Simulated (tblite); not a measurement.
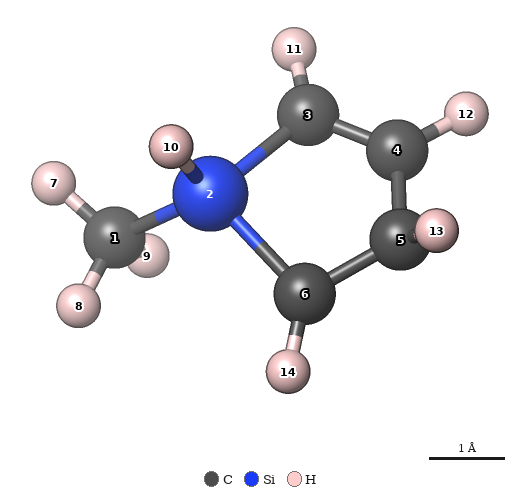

This is the input geometry for a relaxation of C5H8Si (charge +1, multiplicity 2). A ball-and-stick model, seen at a tilt.

These are results of tblite 0.8.0, GFN2-xTB geometry optimisation, gas phase, not measurements.

```xyz
14

C     2.1510    0.0525    0.6937
Si    0.5666   -0.1673   -0.2376
C    -0.6076    1.2597   -0.0171
C    -1.7902    0.7921    0.3495
C    -1.9157   -0.6415    0.5301
C    -0.6223   -1.3448    0.6358
H     2.8971    0.6152    0.1162
H     2.5984   -0.9653    0.8438
H     1.9890    0.5465    1.6760
H     0.7293   -0.4939   -1.6266
H    -0.3657    2.2998   -0.1898
H    -2.6397    1.4903    0.5379
H    -2.6309   -1.1500   -0.1467
H    -0.3599   -2.2938    1.0926
```

What does the optimiser find from here?

Answer. After 96 geometry steps the energy has fallen by 1.262 eV. H13 moves most after the best rigid fit: 0.86 Å. By element the largest moves are H 0.86 Å, C 0.19 Å, Si 0.15 Å. Near-neighbour distances that change, for instance: C5–C6 1.476 → 1.350 Å, Si2–C3 1.861 → 1.944 Å, Si2–C6 1.888 → 1.944 Å, C1–H8 1.122 → 1.089 Å. Bond angles that change, for instance: C6–C5–H13 113.0° → 122.7°, Si2–C6–C5 102.8° → 111.4°, C3–Si2–C6 91.5° → 83.5°. The run took 0.47 s on 1 thread of Arm Neoverse V2 (shared host).

The structure at the end:

```xyz
14

C     2.2482    0.0142    0.7452
Si    0.6981   -0.1525   -0.3105
C    -0.6077    1.2672   -0.0721
C    -1.8356    0.7701    0.1882
C    -1.8810   -0.6253    0.4913
C    -0.6904   -1.2611    0.4782
H     2.9042    0.7944    0.3612
H     2.8257   -0.9093    0.7431
H     2.0175    0.2567    1.7835
H     0.7542   -0.4602   -1.7342
H    -0.3684    2.3154   -0.1314
H    -2.7333    1.3757    0.1540
H    -2.8150   -1.1343    0.6977
H    -0.5170   -2.2514    0.8636
```

After the run, drawn alike:

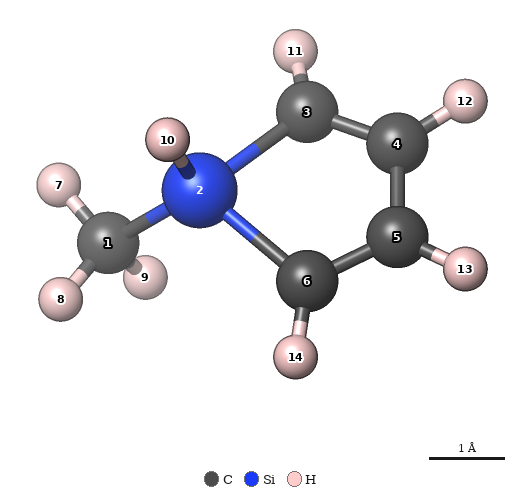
